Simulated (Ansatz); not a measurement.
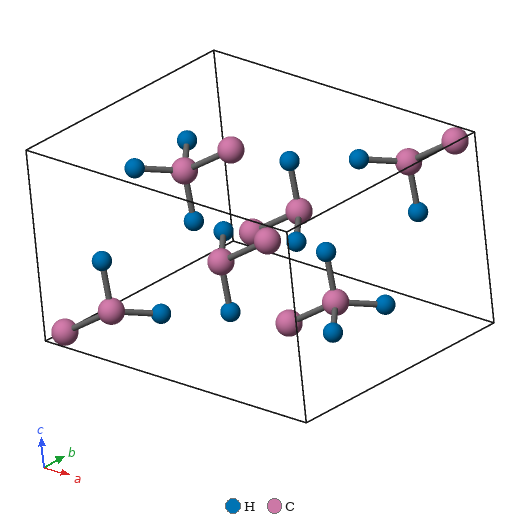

H3C2, space group C2/m (No. 12), a = 6.796 Å, b = 6.372 Å, c = 4.215 Å, α = 90.00°, β = 96.93°, γ = 90.00°

| site | Wyckoff | x | y | z |
| --- | --- | --- | --- | --- |
| H1 | 4i | 0.7557 | 0.5000 | 0.5288 |
| H2 | 8j | 0.8595 | 0.6395 | 0.2235 |
| C1 | 4i | 0.5803 | 0.5000 | 0.0809 |
| C2 | 4i | 0.7729 | 0.5000 | 0.2730 |

Source: coordinates from a relaxation at fixed volume with DFT PBE+D3(BJ), scalar-relativistic, plane waves, PAW in Ansatz 0.2.0.

Compute the Voronoi cell of each site (no radii): faces and volume.

```
site  faces above 1 % of the sphere  volume (Å³)  solid angle by neighbour (%)
  H1                             13        11.36                     H 57 C 43
  H2                             12        10.98                     H 58 C 42
  C1                             11         9.04                     C 52 H 48
  C2                              4         2.94                     H 78 C 22
```

Weighted by multiplicity the volumes add up to the cell volume, 181.2 Å³.

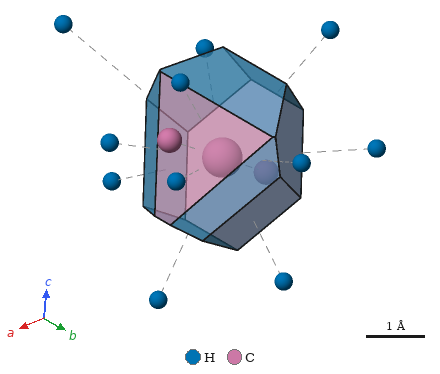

The computed Voronoi cell of C1, with the neighbours that bound it.
